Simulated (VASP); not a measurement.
Band structure of Rh₂YGe₂ (space group I4/mmm). Calculation: PBEsol GGA, VASP's PBE PAW potentials (set 64) (plane waves; VASP).

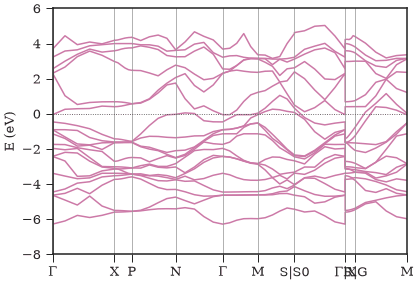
Figure. Bands along high-symmetry lines, zero at the valence-band maximum or, without a gap, the Fermi level

Problem. Read the plot: is there a gap, and where are the band edges?

Solution. It has no gap at this level: it comes out as a metal or semimetal.

The structure comes from a measured Rh2YGe2 entry of the Crystallography Open Database, whose conditions weren't checked. The cell was not relaxed at this level. The k-mesh is coarse (spacing up to 0.31 per Å, 2π included), so the numbers may not be converged in it. The electron count is odd and the run is not spin-polarised, which forces a metal.
